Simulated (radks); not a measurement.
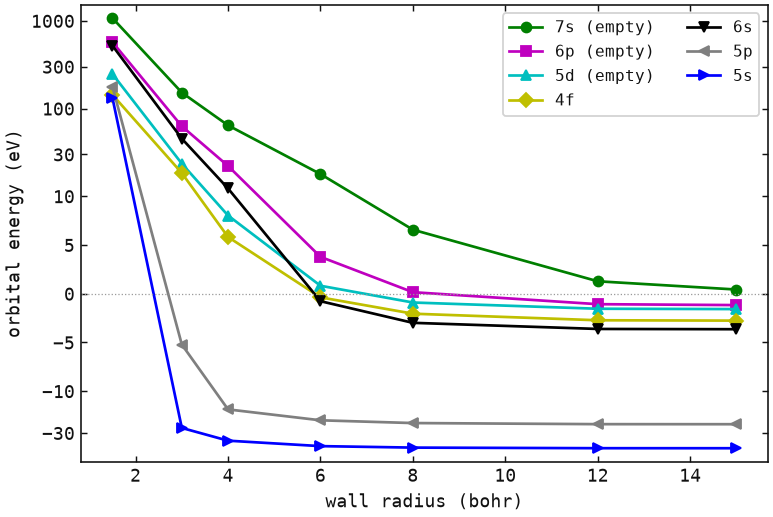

Atomic europium (Eu) in the configuration [Xe] 4f7 6s2. It is put inside a hard spherical wall of varying radius. Method: scalar-relativistic Kohn-Sham, PBEsol, spin-unpolarised, spherical densities, finite nucleus; computed with the in-house radial solver radks. The plot shows the outer orbital energies, on a scale that is linear within ±10 eV and logarithmic beyond.

Question: How do the levels move, and do any cross?

Answer: The levels rise as the wall closes in: 4f goes from −2.76 eV at 15 bohr to 143.7 eV at 1.5 bohr and passes zero between 6 and 4 bohr. On compression 5d drops below 6s between 6 and 4 bohr, 4f drops below 6s between 6 and 4 bohr and 4f drops below 5p between 3 and 1.5 bohr; in each crossing pair the level of higher l rises less. The fastest to rise is 7s (by 1075 eV), the slowest 4f (by 146.4 eV): the wall presses hardest on the most extended orbitals.
